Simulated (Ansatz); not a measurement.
# HfSiO4 (Hafnon, I4_1/amd): lattice thermal conductivity, part 4 of 4

How well does the lattice of HfSiO4 (Hafnon) conduct heat?

Ansatz 0.2.0; DFT LDA, scalar-relativistic, plane waves, PAW; PAW set soft_1.

So far. Step 2 (A first coarse run): The start is under -4.8 GPa at this level and looks like an insulator or semiconductor on this mesh. Step 4 (Tight relaxation): The residual pressure is -0.0034 GPa, small enough for phonons. The relaxed cell has a = 6.524, c = 5.923 Å (conventional setting).

## Step 9: Anharmonic force constants and conductivity

Pairs of atoms inside the cutoff are displaced in a supercell, the forces give the cubic constants, and these give the three-phonon rates of the Boltzmann equation.

input.yaml

```yaml
crystal:
  lattice:
    - [-3.2619649915, 3.2619649915, 2.9616037083]
    - [3.2619649915, -3.2619649915, 2.9616037083]
    - [3.2619649915, 3.2619649915, -2.9616037083]
  atoms:
    - { symbol: Hf, position: [0.75, 0.25, 0.5] }
    - { symbol: Hf, position: [0.0, 0.0, 0.0] }
    - { symbol: Si, position: [0.25, 0.75, 0.5] }
    - { symbol: Si, position: [0.5, 0.5, 0.0] }
    - { symbol: O, position: [0.1330008516, 0.3180574533, 0.8149433983] }
    - { symbol: O, position: [0.0680574533, 0.753114055, 0.6850566017] }
    - { symbol: O, position: [0.503114055, 0.3180574533, 0.1850566017] }
    - { symbol: O, position: [0.0680574533, 0.3830008516, 0.3149433983] }
    - { symbol: O, position: [0.6169991484, 0.9319425467, 0.6850566017] }
    - { symbol: O, position: [0.6819425467, 0.8669991484, 0.1850566017] }
    - { symbol: O, position: [0.246885945, 0.9319425467, 0.3149433983] }
    - { symbol: O, position: [0.6819425467, 0.4968859451, 0.8149433983] }
kpoints:
  mp_grid: { grid: [6, 6, 6] }
hamiltonian:
  xc: lda
  pseudopotentials: { kind: paw, azcp: { folder: soft_1 }, xc_functional: pbe }
scf:
  occupations: { method: fixed }
  lower_state_search: "off"
output:
  eigenvalues: true
phonons:
  method: fd
  dielectric: true
  supercell: [2, 2, 2]
  temperatures: { t_max: 1000, t_step: 50 }
  qpath:
    path:
      - [[0.0, 0.0, 0.0], [0.0, 0.0, 0.5], [-0.5, 0.5, 0.5], [0.0, 0.0, 0.0], [0.45607974, 0.45607974, -0.45607974], [0.25, 0.25, 0.25], [0.0, 0.5, 0.0], [-0.45607974, 0.54392026, 0.45607974], [-0.5, 0.5, 0.5]]
      - [[0.0, 0.0, 0.5], [0.25, 0.25, 0.25]]
    npoints: 10
  third_order: { supercell: [2, 2, 2], pair_cutoff: 2.884 }
  lattice_thermal_conductivity:
    qmesh: [11, 11, 11]
    temperatures: [100.0, 150.0, 200.0, 300.0, 400.0, 500.0, 600.0, 800.0]
    isotope_mass_variance:
      - { species: Hf, variance: 5.254e-05 }
      - { species: O, variance: 3.359e-05 }
      - { species: Si, variance: 0.0002007 }
```

The run is started by

```console
$ ansatz run input.yaml --threads 18 --pin off --max-ram 92160MiB --backend cuda --events-out ev --progress --plain --runs-dir out --max-vram 78GiB
```

Numbers of over 12 decimals in the logs are rounded to 6 here.

The program printed:

```text
[...]
Crystal: 96 atoms, lattice volume = 1008.406 Å³
Basis set: ecut = 420 eV, 19783 PW (Γ)
Bands: 528, of which v1, the nominal top of the filled ones, is band 432 counted from 1 (431 counted from 0)
Symmetry: 128 space group operations
k-points: 6 of 27
[...]
SCF iter   1: F=—  HF=-293069.788624 eV  |F-HF|=—  |Δ(HF+E_count)|=         —  Δρ=6.28e-8  dr2=3.64e-11  ethr=1.00e-12  ⟨swp⟩=3.0  Hψ=7825  notcnv=0
[...]
SCF iter   2: F=-293069.788624 eV  HF=-293069.788624 eV  |F-HF|=0.00e0  |Δ(HF+E_count)|=  5.82e-11  Δρ=3.60e-8  dr2=1.40e-11  ethr=1.00e-12  ⟨swp⟩=4.0  Hψ=9074  notcnv=0
SCF 1 converged in 2 iterations: F = -293069.788624 eV  dr2 = 1.40e-11
[...]
SCF 2 converged in 3 iterations: F = -36633.723582 eV  dr2 = 5.29e-11
[...]
881.87      1            58.0174
        937.36      2             0.0000
        949.55      1             0.0000
        980.64      1             0.0000
        996.97      1            48.1087
       1032.38      1            73.4330
       1033.46      1             0.0000
  optical modes at Γ + LO–TO along q̂ = [0.0000, 1.0000, 0.0000]:
      ω (cm⁻¹)  modes    IR ((D/Å)²/amu)
        130.53      1             0.0000
        161.31      1             0.0000
        165.14      2             0.0000
        206.04      2             0.0000
        245.62      1             0.0000
        253.41      1            20.2280
        255.44      1             0.0000
        299.31      1            30.9698
        321.09      1             2.9479
        355.41      2             0.0000
        379.17      1             6.9883
        396.16      1             0.0000
        398.14      1             0.0000
        403.79      1             1.1073
        414.56      1             2.1277
        440.13      1             0.0000
        450.47      1             9.8733
        529.60      2             0.0000
        564.64      1             0.0000
        589.58      1            14.8605
        629.27      1             0.0000
        881.87      1            58.0174
        937.36      2             0.0000
        949.55      1             0.0000
        980.64      1             0.0000
        996.97      1            48.1087
       1032.38      1            73.4330
       1033.46      1             0.0000
  optical modes at Γ + LO–TO along q̂ = [0.0000, 0.0000, 1.0000]:
      ω (cm⁻¹)  modes    IR ((D/Å)²/amu)
        130.53      1             0.0000
        161.31      1             0.0000
        165.14      2             0.0000
        206.04      2             0.0000
        245.62      1             0.0000
[...]
414.56      2             4.2553
        440.13      1             0.0000
        529.60      2             0.0000
        564.64      1             0.0000
        629.27      1             0.0000
        641.85      1            14.8178
        881.87      2           116.0348
        937.36      2             0.0000
        949.55      1             0.0000
        980.64      1             0.0000
       1033.46      1             0.0000
       1110.84      1            67.9831
  density of states and harmonic sums: on the 14×14×14 q-mesh, interpolated from the force constants of a 2×2×2 supercell (with the dipole–dipole term)
  largest difference from the sums on the solved wave vectors: F 7.13e-2 eV, S 1.04e-4 and C_V 3.16e-5 eV/K
  zero-point energy: 1.052201 eV/cell   skipped modes (ω ≤ 0): 3   left out of the sums: 3.04e-5 of the cell's modes: C_V's classical limit lies that fraction below 3 k_B per atom; for a crystal, a wire or a layer, F and S can be off by more, and a phonons.interpolated_qmesh denser along its periods is the remedy for the sampling
--- Third-order force constants: 462 member SCFs in a 2×2×2 supercell (pair cutoff 2.884 Å, amplitude 0.03 Å, SCF threshold 1.00e-9 eV, Σ member SCF iterations 4315) ---
  symmetry images taken by strict's conditions (phonons.symmetry_images: auto; settled by the asymmetry read); asymmetry of the core-correction force 6.6e-7 eV/Å at the most on a site, 3.4e-5 eV/Å summed over every site of the supercell
  684 force-constant blocks with the first atom in the home cell, fitted with 239 parameters over 21 symmetry orbits; no atom triplet left out
  sum-rule residual: 5.335e0 → 1.776e-13 eV/Å³; symmetrization residual: 3.406e-1 eV/Å³; largest sum-rule correction relative to its orbit: 3.126e-1, on the orbit of the block of home site 4 with site 5 of cell (0, -1, 0) and site 4 of cell (0, 0, 0), whose norm before the correction was 4.500e0 eV/Å³
--- Lattice thermal conductivity: 11×11×11 mesh (126 irreducible points), tetrahedron method ---
  three-phonon and isotope scattering only; four-phonon, boundary and, in a metal, phonon-electron scattering are left out
  each conductivity is what the modes' populations carry and what the coherences between them add
  conductivity (a third of the tensor's trace), W/(m K), in the relaxation-time approximation and from the full solution:
       T (K)   relaxation time   full solution  iterations             ending  least Ritz value
      100.00          125.9401        125.4055           6          converged          7.997e-1
      150.00           60.5160         60.1813           6          converged          8.045e-1
      200.00           39.4106         39.1898           6          converged          8.104e-1
      300.00           23.7099         23.5888           6          converged          8.169e-1
      400.00           17.3213         17.2435           6          converged          8.199e-1
      500.00           13.8121         13.7573           6          converged          8.216e-1
      600.00           11.5679         11.5267           6          converged          8.226e-1
      800.00            8.8347          8.8080           6          converged          8.237e-1
```

It took 35 min on 1 × NVIDIA GB200 with 18 threads of Arm Neoverse V2, shared host; peak memory 4.6 GiB.

This step gave:

```
lowest frequency on the path               : 0 cm⁻¹
zero-point energy                          : 1.052 eV/cell
point group                                : 4/mmm
highest frequency                          : 1122 cm⁻¹
Debye temperature from the second moment   : 1035 K
κ at 300 K (relaxation time)               : 23.71 W/m/K
κ at 300 K (full solution)                 : 23.59 W/m/K
dipole term                                : run
mean free path at half of κ                : 88.9 nm
share of κ above the three lowest branches : 0.211
third-order blocks                         : 684
periodic aliases dropped                   : 0
largest relative sum-rule correction       : 0.3126
displaced cells, third order               : 462
```

LO-TO term included. The phonon branches at the labelled points (cm⁻¹):

```tsv
point	branch 1	branch 2	branch 3	branch 4	branch 33	branch 34	branch 35	branch 36
Γ	0	0	0	130	981	997	1032	1034
X	116	116	144	144	1010	1010	1012	1012
M	80	80	142	142	950	950	1073	1073
Γ	0	0	0	130	981	997	1032	1034
Z	82	82	136	153	948	952	1059	1087
P	134	134	157	157	961	961	1046	1046
N	93	134	144	145	960	972	1005	1101
Z1	82	82	136	153	948	952	1059	1087
M	80	80	142	142	950	950	1073	1073
jump to X	116	116	144	144	1010	1010	1012	1012
P	134	134	157	157	961	961	1046	1046
```

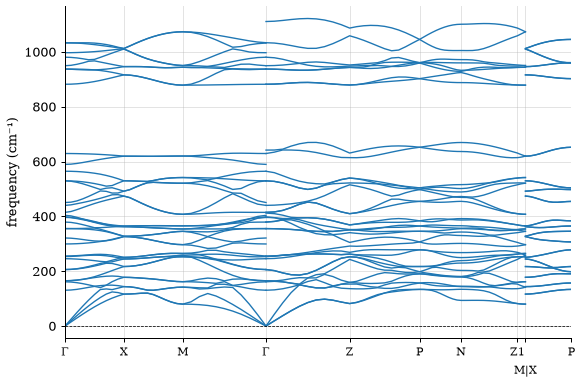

Phonon branches along the path.

W/m/K. Kappa, by row:

```tsv
T (K)	RTA xx	RTA yy	RTA zz	full xx	full yy	full zz	coherence part xx	coherence part yy	coherence part zz	ending	iterations	least Ritz value
100	132.6	132.6	112.6	131.7	131.7	112.8	0.04559	0.04559	0.06872	converged	6	0.8
150	63.22	63.22	55.11	62.83	62.83	54.88	0.1138	0.1138	0.1471	converged	6	0.805
200	40.98	40.98	36.27	40.76	40.76	36.06	0.1789	0.1789	0.208	converged	6	0.81
300	24.5	24.5	22.13	24.39	24.39	21.98	0.2832	0.2832	0.3085	converged	6	0.817
400	17.82	17.82	16.33	17.75	17.75	16.22	0.3589	0.3589	0.3907	converged	6	0.82
500	14.16	14.16	13.12	14.12	14.12	13.04	0.415	0.415	0.4568	converged	6	0.822
600	11.83	11.83	11.05	11.8	11.8	10.99	0.4578	0.4578	0.5098	converged	6	0.823
800	8.997	8.997	8.509	8.977	8.977	8.47	0.5185	0.5185	0.589	converged	6	0.824
```

The lattice thermal conductivity by temperature:

```tsv
temperature (K)	RTA xx (W/m/K)	RTA zz (W/m/K)	full xx (W/m/K)	full zz (W/m/K)
100	133	113	132	113
150	63.2	55.1	62.8	54.9
200	41.0	36.3	40.8	36.1
300	24.5	22.1	24.4	22.0
400	17.8	16.3	17.8	16.2
500	14.2	13.1	14.1	13.0
600	11.8	11.1	11.8	11.0
800	9.00	8.51	8.98	8.47
```

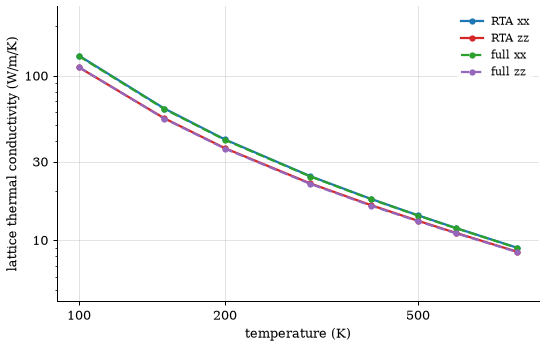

Lattice thermal conductivity, plotted against temperature.

The modes has structure finer than the step of the table below, so its rows give means over 100 cm⁻¹, whole bins alone (the curve runs from -10 to 1165 cm⁻¹). Peaks (cm⁻¹: height): Hf 145.2: 0.0673; O 256.1: 0.0674, 359.6: 0.0866, 514.9: 0.0602, 633.1: 0.0286, 951.0: 0.0729; Si 359.6: 0.0204, 448.3: 0.0138, 507.5: 0.0110, 633.1: 0.0130, 891.9: 0.0158, 936.2: 0.0155, 1017.5: 0.0113.

Phonopy on the run's constants, 13x13x13 mesh, Gaussian sigma 8.4 cm⁻¹. Modes against wavenumber; means over each step; values in 1/cm⁻¹/cell:

```tsv
wavenumber (cm⁻¹)	Hf	O	Si
100	0.0277	0.00534	0.00190
200	0.0241	0.0350	0.00401
300	0.00461	0.0446	0.00641
400	0.00193	0.0426	0.0124
500	6.3e-4	0.0384	0.00837
600	2.5e-4	0.0110	0.00478
700	5.9e-5	0.00354	0.00159
800	0	5.0e-7	2.5e-7
900	6.8e-5	0.0269	0.00922
1000	7.6e-5	0.0266	0.00792
1100	1.6e-5	0.00586	0.00335
```

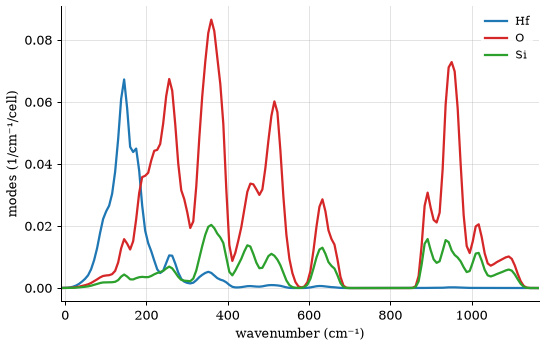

Modes against wavenumber.

Distinct triplets, nearest first. Third order norms, by row:

```tsv
sites	side 1 (Å)	side 2 (Å)	side 3 (Å)	norm of the 27 components (eV/Å³)
Hf-Hf-Hf	0	0	0	15.9
Si-Si-Si	0	0	0	407
O-O-O	0	0	0	158.7
Si-Si-O	0	1.62	1.62	183.8
Si-O-O	0	1.62	1.62	181
Hf-O-O	0	2.09	2.09	48.25
Hf-O-Hf	0	2.09	2.09	49.02
Hf-O-O	0	2.24	2.24	27.19
Hf-O-Hf	0	2.24	2.24	28.64
Si-O-O	1.62	1.62	2.41	2.777
Hf-O-O	2.24	2.24	2.41	1.628
O-O-O	0	2.41	2.41	15.11
Hf-O-O	2.09	2.24	2.44	1.748
O-O-O	0	2.44	2.44	9.663
Si-O-O	1.62	1.62	2.75	2.35
O-O-O	0	2.75	2.75	6.555
O-O-O	2.41	2.75	2.75	0.477
Hf-O-O	2.09	2.24	2.81	1.159
O-O-O	0	2.81	2.81	3.961
O-O-O	0	2.81	2.81	4.214
O-O-O	2.41	2.81	2.81	0.55
```

Born charge (rows field, columns displacement) (e), principal values of the symmetric part by kind of site:

```tsv
atom	atoms with these values	low	middle	high	mean
Hf1	2	4.58	5.28	5.28	5.05
Si3	2	3.20	3.20	4.34	3.58
O5	8	-3.16	-2.16	-1.15	-2.16
```

In full for Si3:

```
3.20 0.00 0.00
0.00 3.20 0.00
0.00 0.00 4.34
```

RTA, 300 K. Kappa by branch, by row:

```tsv
branch (by rank)	mean frequency (THz)	mean rms speed (km/s)	median lifetime (ps)	share of kappa
1	2.81	2.59	22.2	0.358
2	3.34	2.42	11.5	0.243
3	4.09	1.59	6.2	0.188
4	4.41	0.97	4.91	0.011
5	4.96	1.64	4.81	0.03
6	5.38	1.34	5.22	0.016
7	5.85	1.79	4.17	0.024
8	6.36	1.91	3.29	0.02
9	6.73	1.62	3	0.013
10	7.28	1.23	3.47	0.008
11	7.72	0.82	3.52	0.004
12	8.08	1.03	3.23	0.006
13	8.74	1.69	4	0.016
14	9.82	1.38	1.36	0.008
15	10.24	1.01	1.33	0.004
16	10.53	1.14	1.07	0.003
17	10.81	1	1.13	0.002
18	11.04	0.91	1.21	0.001
```

Spectral kappa at 300 K against frequency; read off at these points; values in W/m/K/THz:

```tsv
frequency (THz)	relaxation time (W/m/K/THz)	full solution (W/m/K/THz)
0.5	1.42	1.41
2.5	6.73	6.71
4.5	1.12	1.11
6.5	0.859	0.851
8.5	0.396	0.378
10.5	0.194	0.197
12.5	0.134	0.141
14.5	0.108	0.108
16.5	0.0101	0.0107
17.5	2.5e-4	1.6e-4
19.5	0.0335	0.0335
21.5	0	0
23.5	0	0
25.5	0	0
27.5	0.0648	0.0658
29.5	0.0408	0.0417
31.5	0.0233	0.0239
33.5	0.00181	0.00183
```

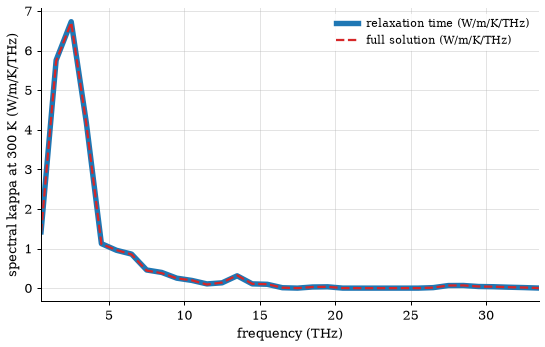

Spectral kappa at 300 K, plotted against frequency.

Relaxation-time solution. Share of κ carried by shorter paths against mean free path:

```tsv
mean free path (nm)	100 K	300 K	800 K
0.316	0	0	0.004
1	0	0.004	0.047
3.16	0	0.033	0.202
10	0.002	0.153	0.312
31.6	0.019	0.258	0.569
100	0.085	0.531	0.844
316	0.218	0.824	0.985
1000	0.6	0.984	1
3160	0.876	1	1
10000	1	1	1
```

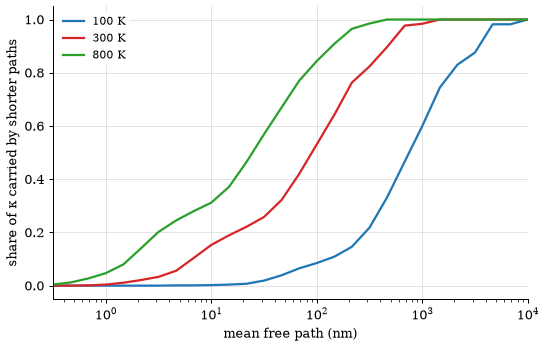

Share of κ carried by shorter paths against mean free path.

300 K; a sample spread over frequency. Mode lifetimes, by row, the first 40 of 90 rows:

```tsv
q1	q2	q3	branch	frequency (THz)	rms speed (km/s)	three-phonon rate (1/ps)	isotope rate (1/ps)	lifetime (ps)	mean free path (nm)
0	0.0909	0	1	0.7	3.41	0.0061	3.23e-7	164	559
0.0909	-0.0909	0.2727	1	2.377	3.28	0.0502	8.96e-5	19.9	65.2
0.3636	0.3636	-0.3636	1	2.828	1.16	0.0386	6.98e-4	25.4	29.5
0	0.2727	0.0909	2	3.19	3.43	0.0592	5.59e-4	16.7	57.5
0	0.1818	0.2727	2	3.605	3.55	0.0939	9.59e-4	10.5	37.4
0	0	0	4	3.913	0	0.4	6.13e-5	2.5	0
0.3636	0.4545	-0.4545	3	4.117	1.18	0.146	0.00335	6.69	7.9
0.1818	-0.1818	0.2727	3	4.268	0.82	0.272	0.00471	3.61	2.96
0.0909	0.3636	0.0909	3	4.356	0.24	0.168	0.00701	5.71	1.37
0.0909	0.2727	0.0909	4	4.451	0.59	0.191	0.00426	5.13	3.04
0.1818	0.2727	0.2727	3	4.593	1.27	0.0851	0.00253	11.4	14.4
0.0909	0.0909	-0.0909	5	4.835	0.76	0.149	0.00194	6.64	5.05
0.2727	0.2727	-0.2727	5	5.074	1.76	0.234	0.00215	4.24	7.49
0	0.4545	-0.2727	6	5.213	0.87	0.195	0.00347	5.04	4.39
0.0909	0.4545	-0.4545	6	5.37	1.66	0.379	8.65e-4	2.63	4.37
0.0909	0.3636	0.2727	6	5.567	1.36	0.278	0.00142	3.58	4.88
0.0909	0.1818	-0.1818	9	5.727	1.56	0.461	0.00164	2.16	3.38
0.0909	-0.4545	-0.3636	7	5.969	0.9	0.423	0.0014	2.35	2.12
0	0.2727	0	9	6.229	1.92	0.431	0.00166	2.31	4.44
0.0909	-0.0909	0.1818	8	6.456	1.21	0.389	0.00172	2.56	3.1
0	0.3636	0.2727	9	6.653	1.54	0.25	0.00226	3.97	6.12
0.2727	-0.2727	0.4545	7	6.903	2.55	0.175	0.00213	5.63	14.4
0.2727	0.4545	-0.4545	9	7.166	2.94	0.284	0.00251	3.49	10.3
0	0.0909	0.0909	10	7.313	0.57	0.232	0.00421	4.23	2.43
0	0.2727	-0.1818	10	7.506	0.94	0.243	0.00251	4.07	3.83
0	0.1818	0	11	7.648	0.46	0.282	0.00628	3.47	1.61
0.1818	-0.3636	0.4545	11	7.735	1.48	0.261	0.00747	3.72	5.5
0	0.0909	0.3636	12	7.828	1.34	0.254	0.00432	3.87	5.17
0	0.1818	-0.0909	13	7.985	1.41	0.325	0.00289	3.05	4.29
0.0909	-0.2727	0.2727	12	8.155	2.44	0.373	0.00327	2.66	6.48
0.0909	0.3636	-0.2727	13	8.356	1.51	0.242	0.00134	4.1	6.2
0.1818	0.4545	-0.4545	13	8.821	1.75	0.229	0.00407	4.3	7.53
0	0	0.2727	13	9.193	0.77	0.784	1.66e-4	1.28	0.985
0	0.0909	0.2727	14	9.685	2.21	0.701	0.00192	1.42	3.15
0.0909	0.3636	-0.3636	14	9.933	0.86	0.813	0.0071	1.22	1.05
0.0909	0.3636	-0.2727	14	10.09	1.48	0.755	0.00565	1.31	1.95
0.1818	-0.2727	0.4545	16	10.27	0.91	0.949	0.00503	1.05	0.949
0	0.1818	0.1818	15	10.39	1.26	0.587	0.0114	1.67	2.11
0.0909	0.3636	-0.3636	15	10.51	0.33	0.775	0.0112	1.27	0.424
0	0.4545	-0.3636	16	10.62	1.41	0.691	0.00858	1.43	2.01
```

Without the LO-TO term. Gamma linewidths, by row:

```tsv
branch	frequency (cm⁻¹)	three-phonon rate (1/ps)	isotope rate (1/ps)	FWHM (cm⁻¹)
4	130.5	0.4	6.13e-5	2.12
5	161.3	0.441	0.00121	2.35
6	165.1	0.117	0.00218	0.634
7	165.1	0.117	0.00218	0.634
8	206	0.356	0.00135	1.9
9	206	0.356	0.00135	1.9
10	245.6	0.238	0.00414	1.28
11	253.4	0.319	0.00306	1.71
12	253.4	0.319	0.00306	1.71
13	255.4	0.152	0.00746	0.849
14	299.3	0.635	4.27e-4	3.37
15	355.4	0.917	0.0127	4.94
16	355.4	0.917	0.0127	4.94
17	379.2	1.46	0.00632	7.78
18	379.2	1.46	0.00632	7.78
19	396.2	0.181	3.10e-4	0.963
20	398.1	0.465	0.00379	2.49
21	414.6	0.254	0.00363	1.37
22	414.6	0.254	0.00363	1.37
23	440.1	0.858	0.00285	4.57
24	529.6	1.01	0.0132	5.46
25	529.6	1.01	0.0132	5.46
26	564.6	1.93	0	10.2
27	589.6	0.787	0	4.18
28	629.3	1.13	0.0714	6.38
29	881.9	0.995	0.0661	5.63
30	881.9	0.995	0.0661	5.63
31	937.4	0.438	0.141	3.07
32	937.4	0.438	0.141	3.07
33	949.6	1.31	0.0729	7.33
34	980.6	0.675	0.0188	3.68
35	997	0.164	0.0225	0.989
36	1034	0.365	0.0325	2.11
```

W/m/K, third of the trace; RTA populations with a boundary rate v/L added to each mode (Matthiessen's rule). Kappa by grain size, by row:

```tsv
T (K)	bulk	10 nm	30 nm	100 nm	300 nm	1000 nm	10000 nm	100000 nm
100	125.9	4.044	9.806	22.63	42.51	71.15	113.4	124.4
300	23.42	4.708	8.049	12.74	17.08	20.58	23.05	23.38
600	11.09	3.705	5.602	7.806	9.418	10.44	11.02	11.09
```

W/m/K, third of the trace; RTA populations with the isotope rates scaled. Kappa by mass disorder, by row:

```tsv
T (K)	no isotopes	as typed	variance x 3	variance x 10	variance x 30
100	132	125.9	116.3	96.01	70.8
300	23.63	23.42	23.05	21.95	19.66
600	11.17	11.09	10.97	10.63	9.937
```

At 300 K the relaxation-time value is 23.7 W/(m K).

## Step 10: Results

```json
{"highest frequency": "1122 cm⁻¹", "Debye temperature from the second moment": "1035 K", "κ at 300 K (relaxation time)": "23.71 W/m/K", "κ at 300 K (full solution)": "23.59 W/m/K", "mean free path at half of κ": "88.9 nm", "share of κ above the three lowest branches": "0.211"}
```

**Reading.** The lattice of HfSiO4 (Hafnon) conducts 23.6 W/(m K) at 300 K by LDA (mean over directions, full solution). The full solution lies -1 % from the relaxation-time value at 300 K, so the relaxation-time approximation serves here. Above 300 K the relaxation-time κ falls as T^-1.02, near the 1/T law of three-phonon scattering. Grains of 100 nm would keep 54 % of the bulk value at 300 K, and grains of 1 µm 88 %. Removing the natural isotope disorder raises κ at 300 K by 1 %. The sum rules changed one orbit of cubic constants by up to 31 %; by the manual a large change points to a short cutoff or, on a small and distant orbit, to noisy forces. The conductivities include the coherence part between close branches; the shares for grains, isotopes, branches and paths are of the relaxation-time populations alone. Cubic couplings among atoms farther apart than the pair cutoff are dropped, and neither the cutoff nor the q-mesh was shown to be converged here. The interpolation has no quadrupole term, so branches near the zone centre are less sure, since this crystal has sites that are not centres of inversion. The PAW files were made for PBE and are used here under another functional, for which the program regenerates the frozen cores.

[Logs are printed without paths, hosts, clocks, repeated set-up lines and the standing remarks that a program may print on its own settings, such as how far it seeks lower states.]

[Hosts, paths, dates, database ids (printed as entryN), source tags and the programs' standing remarks are cut or masked in the printed files.]

[A step with changed settings may run another functional than the one named; its input shows which.]
